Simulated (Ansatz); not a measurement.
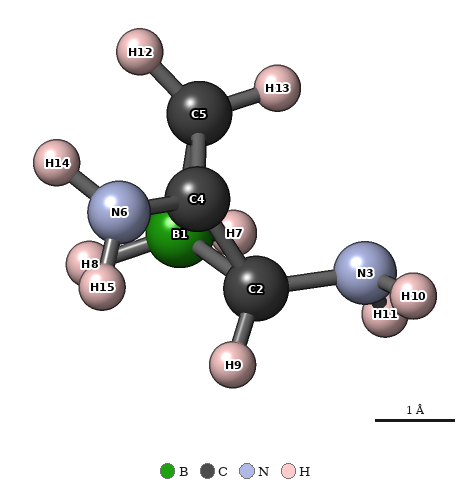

Fig. 1: The starting structure (ball-and-stick view, seen at a tilt; atoms are numbered from 1 in the order of the input). Bond lengths as drawn: B–C 1.73 to 1.75 Å, B–H 1.21 Å, C–C 1.42 to 1.44 Å, C–H 1.09 to 1.10 Å, C–N 1.35 to 1.43 Å and H–N 1.01 to 1.02 Å.

**Nudged elastic band, with input and output: C₃H₉BN₂ (part 1 of 2)**

- system: C₃H₉BN₂
- method: RKS PBE0-D4/def2-SVP (Ansatz 0.2.0)

It belongs to a series of runs on one base structure; here: band between the two ends. Figures and captions count atoms from 1; the log counts them from 0 in places.

Input:
```yaml
crystal:
  periodic: [false, false, false]
  atoms:
    - { symbol: B, position_ang: [0.038825, -1.038917, -0.638113] }
    - { symbol: C, position_ang: [0.347805, -0.231549, 0.858191] }
    - { symbol: "N", position_ang: [1.746527, 0.055627, 0.938607] }
    - { symbol: C, position_ang: [-0.461403, 0.594685, -0.007147] }
    - { symbol: C, position_ang: [0.015979, 0.558603, -1.346541] }
    - { symbol: "N", position_ang: [-1.746281, 0.871994, 0.304751] }
    - { symbol: H, position_ang: [1.071843, -1.58376, -0.964631] }
    - { symbol: H, position_ang: [-1.001119, -1.662663, -0.701244] }
    - { symbol: H, position_ang: [-0.171377, -0.562589, 1.775711] }
    - { symbol: H, position_ang: [1.968432, 0.629304, 1.749353] }
    - { symbol: H, position_ang: [2.29012, -0.800803, 0.996076] }
    - { symbol: H, position_ang: [-0.659368, 0.875582, -2.146574] }
    - { symbol: H, position_ang: [1.070325, 0.801506, -1.484396] }
    - { symbol: H, position_ang: [-2.408224, 0.983841, -0.452931] }
    - { symbol: H, position_ang: [-2.123883, 0.45854, 1.148388] }
basis:
  gaussian: { orbitals: def2-SVP }
hamiltonian:
  xc: pbe0
  dispersion: d4
neb:
  order_check: false
  images: 9
  f_tol: 0.05
  max_iterations: 52
  final_atoms:
    - { symbol: B, position_ang: [0.03774787, -1.06003776, -0.59544292] }
    - { symbol: C, position_ang: [0.27992447, -0.31575177, 0.95826678] }
    - { symbol: "N", position_ang: [1.66979608, -0.11132176, 1.23355217] }
    - { symbol: C, position_ang: [-0.44854276, 0.55744959, 0.07419399] }
    - { symbol: C, position_ang: [0.10096014, 0.55493777, -1.24397403] }
    - { symbol: "N", position_ang: [-1.74084189, 0.86551374, 0.3151334] }
    - { symbol: H, position_ang: [1.07484887, -1.63413678, -0.85821356] }
    - { symbol: H, position_ang: [-1.01025384, -1.6493838, -0.76016771] }
    - { symbol: H, position_ang: [-0.30714498, -0.66615061, 1.82253086] }
    - { symbol: H, position_ang: [1.94576316, 0.86530302, 1.2214546] }
    - { symbol: H, position_ang: [2.27399211, -0.64249139, 0.61631189] }
    - { symbol: H, position_ang: [-0.52591668, 0.91862393, -2.06346442] }
    - { symbol: H, position_ang: [1.16068574, 0.79551929, -1.34094525] }
    - { symbol: H, position_ang: [-2.35315963, 1.02703741, -0.47465937] }
    - { symbol: H, position_ang: [-2.17965766, 0.44429011, 1.12492358] }
  initial_path:
    images:
      - { positions_ang: [[0.038825, -1.038917, -0.638113], [0.347805, -0.231549, 0.858191], [1.746527, 0.055627, 0.938607], [-0.461403, 0.594685, -0.007147], [0.015979, 0.558603, -1.346541], [-1.746281, 0.871994, 0.304751], [1.071843, -1.58376, -0.964631], [-1.001119, -1.662663, -0.701244], [-0.171377, -0.562589, 1.775711], [1.968432, 0.629304, 1.749353], [2.29012, -0.800803, 0.996076], [-0.659368, 0.875582, -2.146574], [1.070325, 0.801506, -1.484396], [-2.408224, 0.983841, -0.452931], [-2.123883, 0.45854, 1.148388]] }
      - { positions_ang: [[0.0924436, -1.2113724, -0.54747896], [0.32279007, -0.2826537, 0.81044261], [1.70857798, 0.03318856, 0.93685897], [-0.45386844, 0.59351993, -0.04154445], [0.03033618, 0.67991175, -1.32631282], [-1.76617142, 0.88442024, 0.27656312], [1.02611363, -1.64969359, -1.01831543], [-0.84938094, -1.88976343, -0.51571456], [-0.20209129, -0.5811119, 1.74271383], [1.90803223, 0.70379055, 1.59795486], [2.28068066, -0.81666756, 1.0072085], [-0.61275703, 1.08590488, -2.07466335], [1.06539904, 0.82973296, -1.49613588], [-2.40698234, 1.11738515, -0.43370566], [-2.16492094, 0.45280956, 1.11162922]] }
      - { positions_ang: [[0.1460622, -1.38382781, -0.45684492], [0.29777515, -0.33375839, 0.76269421], [1.67062896, 0.01075012, 0.93511094], [-0.44633387, 0.59235487, -0.07594191], [0.04469336, 0.8012205, -1.30608464], [-1.78606183, 0.89684648, 0.24837525], [0.98038427, -1.71562719, -1.07199987], [-0.69764289, -2.11686386, -0.33018512], [-0.23280558, -0.5996348, 1.70971667], [1.84763245, 0.7782771, 1.44655673], [2.27124132, -0.83253212, 1.01834099], [-0.56614606, 1.29622776, -2.0027527], [1.06047307, 0.85795992, -1.50787576], [-2.40574067, 1.25092931, -0.41448033], [-2.20595888, 0.44707913, 1.07487044]] }
      - { positions_ang: [[0.19968079, -1.55628321, -0.36621088], [0.27276022, -0.38486309, 0.71494582], [1.63267995, -0.01168832, 0.93336291], [-0.43879931, 0.5911898, -0.11033936], [0.05905054, 0.92252925, -1.28585646], [-1.80595225, 0.90927272, 0.22018737], [0.9346549, -1.78156078, -1.1256843], [-0.54590483, -2.34396429, -0.14465567], [-0.26351987, -0.6181577, 1.6767195], [1.78723268, 0.85276365, 1.29515859], [2.26180198, -0.84839668, 1.02947349], [-0.51953509, 1.50655064, -1.93084205], [1.05554711, 0.88618688, -1.51961564], [-2.40449901, 1.38447346, -0.39525499], [-2.24699683, 0.44134869, 1.03811166]] }
      - { positions_ang: [[0.25329939, -1.72873861, -0.27557684], [0.2477453, -0.43596778, 0.66719743], [1.59473093, -0.03412676, 0.93161489], [-0.43126474, 0.59002473, -0.14473682], [0.07340773, 1.04383799, -1.26562827], [-1.82584266, 0.92169896, 0.1919995], [0.88892553, -1.84749438, -1.17936873], [-0.39416677, -2.57106473, 0.04087377], [-0.29423415, -0.6366806, 1.64372233], [1.72683291, 0.9272502, 1.14376045], [2.25236263, -0.86426125, 1.04060599], [-0.47292411, 1.71687351, -1.8589314], [1.05062115, 0.91441384, -1.53135552], [-2.40325734, 1.51801762, -0.37602965], [-2.28803477, 0.43561825, 1.00135288]] }
      - { positions_ang: [[0.30691799, -1.90119402, -0.1849428], [0.22273037, -0.48707248, 0.61944903], [1.55678191, -0.0565652, 0.92986686], [-0.42373018, 0.58885966, -0.17913427], [0.08776491, 1.16514674, -1.24540009], [-1.84573308, 0.9341252, 0.16381162], [0.84319616, -1.91342797, -1.23305317], [-0.24242871, -2.79816516, 0.22640321], [-0.32494844, -0.6552035, 1.61072517], [1.66643313, 1.00173675, 0.99236231], [2.24292329, -0.88012581, 1.05173849], [-0.42631314, 1.92719639, -1.78702075], [1.04569518, 0.94264079, -1.5430954], [-2.40201568, 1.65156177, -0.35680431], [-2.32907271, 0.42988782, 0.9645941]] }
      - { positions_ang: [[0.25308396, -1.73296276, -0.26704283], [0.23416919, -0.45280834, 0.68721258], [1.57938474, -0.06751651, 0.99060392], [-0.4286927, 0.58257765, -0.12846862], [0.09040395, 1.04310495, -1.24511488], [-1.82475484, 0.92040291, 0.19407598], [0.88952671, -1.85756973, -1.15808524], [-0.39599374, -2.56840889, 0.02908903], [-0.32138775, -0.65739292, 1.65308631], [1.72229914, 0.97445, 1.03818077], [2.24913706, -0.83259892, 0.96465317], [-0.44623385, 1.7254819, -1.84230948], [1.06869329, 0.91321649, -1.50266537], [-2.39224447, 1.5266569, -0.38037533], [-2.2991897, 0.43276827, 0.99666]] }
      - { positions_ang: [[0.19924994, -1.56473151, -0.34914285], [0.24560801, -0.4185442, 0.75497613], [1.60198758, -0.07846783, 1.05134098], [-0.43365521, 0.57629563, -0.07780297], [0.093043, 0.92106316, -1.24482967], [-1.8037766, 0.90668062, 0.22434033], [0.93585725, -1.80171149, -1.08311732], [-0.54955876, -2.33865261, -0.16822516], [-0.31782706, -0.65958234, 1.69544745], [1.77816514, 0.94716326, 1.08399923], [2.25535082, -0.78507204, 0.87756785], [-0.46615456, 1.52376741, -1.89759822], [1.09169141, 0.88379219, -1.46223534], [-2.38247326, 1.40175203, -0.40394634], [-2.26930669, 0.43564873, 1.02872589]] }
      - { positions_ang: [[0.14541592, -1.39650026, -0.43124288], [0.25704683, -0.38428005, 0.82273968], [1.62459041, -0.08941914, 1.11207804], [-0.43861773, 0.57001362, -0.02713732], [0.09568205, 0.79902136, -1.24454446], [-1.78279837, 0.89295833, 0.25460469], [0.98218779, -1.74585326, -1.0081494], [-0.70312379, -2.10889634, -0.36553934], [-0.31426636, -0.66177176, 1.73780858], [1.83403115, 0.91987651, 1.12981769], [2.26156458, -0.73754516, 0.79048253], [-0.48607527, 1.32205292, -1.95288695], [1.11468952, 0.85436789, -1.42180531], [-2.37270205, 1.27684715, -0.42751735], [-2.23942368, 0.43852919, 1.06079179]] }
      - { positions_ang: [[0.09158189, -1.22826901, -0.5133429], [0.26848565, -0.35001591, 0.89050323], [1.64719324, -0.10037045, 1.17281511], [-0.44358025, 0.5637316, 0.02352834], [0.09832109, 0.67697957, -1.24425924], [-1.76182013, 0.87923604, 0.28486905], [1.02851833, -1.68999502, -0.93318148], [-0.85668881, -1.87914007, -0.56285353], [-0.31070567, -0.66396118, 1.78016972], [1.88989715, 0.89258976, 1.17563615], [2.26777834, -0.69001827, 0.70339721], [-0.50599598, 1.12033842, -2.00817569], [1.13768763, 0.82494359, -1.38137528], [-2.36293084, 1.15194228, -0.45108836], [-2.20954067, 0.44140965, 1.09285768]] }
      - { positions_ang: [[0.03774787, -1.06003776, -0.59544292], [0.27992447, -0.31575177, 0.95826678], [1.66979608, -0.11132176, 1.23355217], [-0.44854276, 0.55744959, 0.07419399], [0.10096014, 0.55493777, -1.24397403], [-1.74084189, 0.86551374, 0.3151334], [1.07484887, -1.63413678, -0.85821356], [-1.01025384, -1.6493838, -0.76016771], [-0.30714498, -0.66615061, 1.82253086], [1.94576316, 0.86530302, 1.2214546], [2.27399211, -0.64249139, 0.61631189], [-0.52591668, 0.91862393, -2.06346442], [1.16068574, 0.79551929, -1.34094525], [-2.35315963, 1.02703741, -0.47465937], [-2.17965766, 0.44429011, 1.12492358]] }
```

Machine: 2 threads of INTEL XEON PLATINUM @ 2.30GHz (Emerald Rapids), 24 GiB of memory available, shared host.

Run as:
```bash
ansatz run input.yaml --threads 2 --pin off --max-ram 3072MiB --backend cpu --events-out ev --progress --plain --runs-dir out
```

Log:
```
Engine: ansatz 0.2.0, x86_64-unknown-linux-gnu
Functional definition: PBE0
  parameter a = 0.25
  parameter kappa = 0.804
  parameter beta = 0.06672455060314922
  exchange = (1 - a)*pbe_x(kappa = kappa, mu = beta*pi^2/3) + a*exact_x
  correlation = pbe_c(beta = beta)
1481 factors; integrals over basis functions are off by at most 3.4e-4 eV
mean field evaluation 1: about -6891.1390 eV, gradient 6.0e1 eV
mean field evaluation 2: about -6888.2898 eV, gradient 7.0e1 eV
mean field evaluation 4: about -6899.7151 eV, gradient 3.0e0 eV
mean field evaluation 8: about -6899.7871 eV, gradient 2.1e-1 eV
mean field evaluation 16: about -6899.7872 eV, gradient 7.0e-5 eV
mean field -6899.78716804 eV, -253.5625015817 hartree, gradient 7.0e-5 eV, S^2 0.000000; 0 other end points of the search recorded, 0 dependent functions left out
the calculation of the forces begins
reference -6899.78719756 eV, -253.5625026667 hartree; 23, 23 occupied and 106, 106 virtual orbitals, 1481 factors
1481 factors; integrals over basis functions are off by at most 4.0e-4 eV
mean field evaluation 32: about -6899.7033 eV, gradient 7.5e-5 eV
mean field -6899.70330917 eV, -253.5594198250 hartree, gradient 7.6e-5 eV, S^2 0.000000; 0 other end points of the search recorded, 0 dependent functions left out
[... from here on the field's lines of each further geometry are left out, up to the last ...]
NEB iter   1: max|band force component| = 5.713e0 eV/Å  barrier→ = 2.2082 eV  barrier← = 2.1256 eV  Δτ_max = 0.1933 Å  (300 SCF iters)
NEB iter   2: max|band force component| = 2.234e0 eV/Å  barrier→ = 1.2728 eV  barrier← = 1.1902 eV  Δτ_max = 0.1899 Å  (265 SCF iters)
NEB iter   3: max|band force component| = 3.267e0 eV/Å  barrier→ = 1.2144 eV  barrier← = 1.1318 eV  Δτ_max = 0.0968 Å  (271 SCF iters)
NEB iter   4: max|band force component| = 5.386e-1 eV/Å  barrier→ = 0.8774 eV  barrier← = 0.7948 eV  Δτ_max = 0.1001 Å  (272 SCF iters)
NEB iter   5: max|band force component| = 3.143e-1 eV/Å  barrier→ = 0.8157 eV  barrier← = 0.7331 eV  CI = image 5  Δτ_max = 0.0999 Å  (272 SCF iters)
NEB iter   6: max|band force component| = 3.096e-1 eV/Å  barrier→ = 0.7827 eV  barrier← = 0.7001 eV  CI = image 5  Δτ_max = 0.1000 Å  (274 SCF iters)
NEB iter   7: max|band force component| = 3.256e-1 eV/Å  barrier→ = 0.7445 eV  barrier← = 0.6618 eV  CI = image 5  Δτ_max = 0.1000 Å  (277 SCF iters)
NEB iter   8: max|band force component| = 3.617e-1 eV/Å  barrier→ = 0.7039 eV  barrier← = 0.6213 eV  CI = image 5  Δτ_max = 0.1001 Å  (277 SCF iters)
NEB iter   9: max|band force component| = 3.165e-1 eV/Å  barrier→ = 0.6603 eV  barrier← = 0.5777 eV  CI = image 6  Δτ_max = 0.1998 Å  (279 SCF iters)
NEB iter  10: max|band force component| = 8.629e-1 eV/Å  barrier→ = 0.6531 eV  barrier← = 0.5705 eV  CI = image 5  Δτ_max = 0.1001 Å  (270 SCF iters)
NEB iter  11: max|band force component| = 1.027e0 eV/Å  barrier→ = 0.5992 eV  barrier← = 0.5166 eV  CI = image 5  Δτ_max = 0.0502 Å  (274 SCF iters)
NEB iter  12: max|band force component| = 5.887e-1 eV/Å  barrier→ = 0.5664 eV  barrier← = 0.4838 eV  CI = image 5  Δτ_max = 0.1005 Å  (276 SCF iters)
NEB iter  13: max|band force component| = 4.652e-1 eV/Å  barrier→ = 0.5378 eV  barrier← = 0.4552 eV  CI = image 5  Δτ_max = 0.0999 Å  (276 SCF iters)
NEB iter  14: max|band force component| = 4.961e-1 eV/Å  barrier→ = 0.5381 eV  barrier← = 0.4555 eV  CI = image 7  Δτ_max = 0.1877 Å  (273 SCF iters)
NEB iter  15: max|band force component| = 5.658e-1 eV/Å  barrier→ = 0.5864 eV  barrier← = 0.5038 eV  CI = image 7  Δτ_max = 0.0935 Å  (264 SCF iters)
NEB iter  16: max|band force component| = 2.825e-1 eV/Å  barrier→ = 0.5399 eV  barrier← = 0.4573 eV  CI = image 7  Δτ_max = 0.1872 Å  (268 SCF iters)
NEB iter  17: max|band force component| = 4.857e-1 eV/Å  barrier→ = 0.4918 eV  barrier← = 0.4092 eV  CI = image 7  Δτ_max = 0.0940 Å  (257 SCF iters)
NEB iter  18: max|band force component| = 4.226e-1 eV/Å  barrier→ = 0.4683 eV  barrier← = 0.3857 eV  CI = image 7  Δτ_max = 0.0938 Å  (270 SCF iters)
NEB iter  19: max|band force component| = 4.107e-1 eV/Å  barrier→ = 0.4420 eV  barrier← = 0.3594 eV  CI = image 7  Δτ_max = 0.0939 Å  (268 SCF iters)
NEB iter  20: max|band force component| = 5.220e-1 eV/Å  barrier→ = 0.4037 eV  barrier← = 0.3211 eV  CI = image 7  Δτ_max = 0.0467 Å  (267 SCF iters)
NEB iter  21: max|band force component| = 4.850e-1 eV/Å  barrier→ = 0.3789 eV  barrier← = 0.2963 eV  CI = image 7  Δτ_max = 0.0467 Å  (265 SCF iters)
NEB iter  22: max|band force component| = 5.199e-1 eV/Å  barrier→ = 0.3515 eV  barrier← = 0.2689 eV  CI = image 7  Δτ_max = 0.0937 Å  (266 SCF iters)
NEB iter  23: max|band force component| = 5.289e-1 eV/Å  barrier→ = 0.2797 eV  barrier← = 0.1971 eV  CI = image 7  Δτ_max = 0.0936 Å  (272 SCF iters)
NEB iter  24: max|band force component| = 5.782e-1 eV/Å  barrier→ = 0.2147 eV  barrier← = 0.1321 eV  CI = image 7  Δτ_max = 0.0937 Å  (264 SCF iters)
NEB iter  25: max|band force component| = 2.888e-1 eV/Å  barrier→ = 0.1705 eV  barrier← = 0.0879 eV  CI = image 7  Δτ_max = 0.0933 Å  (261 SCF iters)
NEB iter  26: max|band force component| = 5.789e-1 eV/Å  barrier→ = 0.1633 eV  barrier← = 0.0807 eV  CI = image 7  Δτ_max = 0.0466 Å  (272 SCF iters)
NEB iter  27: max|band force component| = 3.661e-1 eV/Å  barrier→ = 0.1494 eV  barrier← = 0.0668 eV  CI = image 7  Δτ_max = 0.0466 Å  (264 SCF iters)
NEB iter  28: max|band force component| = 9.064e-2 eV/Å  barrier→ = 0.1444 eV  barrier← = 0.0618 eV  CI = image 7  Δτ_max = 0.0257 Å  (260 SCF iters)
NEB iter  29: max|band force component| = 8.765e-2 eV/Å  barrier→ = 0.1435 eV  barrier← = 0.0609 eV  CI = image 7  Δτ_max = 0.0074 Å  (250 SCF iters)
the calculation of the forces begins
reference -6899.70149808 eV, -253.5593532688 hartree; 23, 23 occupied and 106, 106 virtual orbitals, 1481 factors
1481 factors; integrals over basis functions are off by at most 3.5e-4 eV
mean field evaluation 2144: about -6899.6430 eV, gradient 1.9e-5 eV
mean field -6899.64296855 eV, -253.5572023484 hartree, gradient 1.9e-5 eV, S^2 0.000000; 1 other end points of the search recorded, 0 dependent functions left out
the calculation of the forces begins
reference -6899.64299743 eV, -253.5572034097 hartree; 23, 23 occupied and 106, 106 virtual orbitals, 1481 factors
NEB iter  30: max|band force component| = 4.003e-2 eV/Å  barrier→ = 0.1433 eV  barrier← = 0.0607 eV  CI = image 7  Δτ_max = 0.0000 Å  (471 SCF iters)
```
